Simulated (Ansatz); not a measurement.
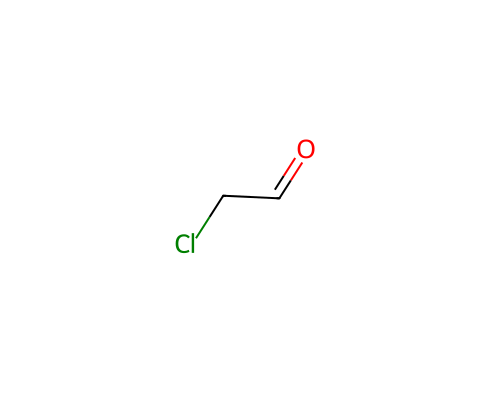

Structural formula above. The geometry was computed by an optimisation with PBE0-D4/def2-TZVP.

What does the molecule look like in three dimensions?

It has 7 atoms: 2 carbon, 3 hydrogen, 1 chlorine and 1 oxygen (C₂H₃ClO). Its SMILES string is `O=CCCl`. It has no ring. Among its groups: aldehyde, C–Cl bond. This geometry has C1 symmetry. Coordination: 1 C trigonal planar; 1 C tetrahedral.

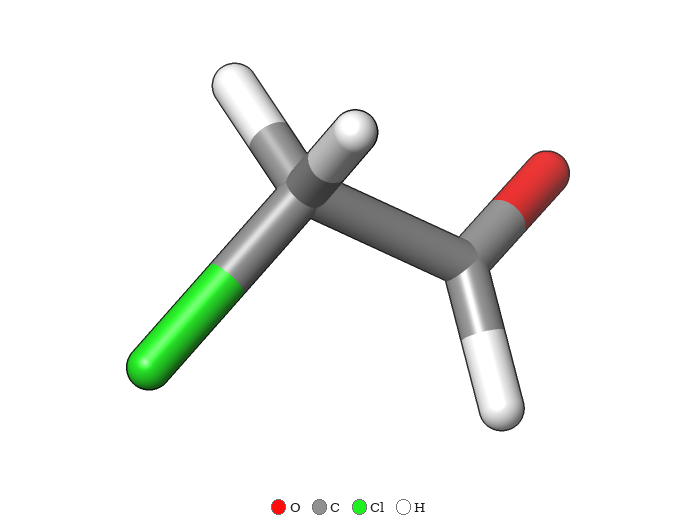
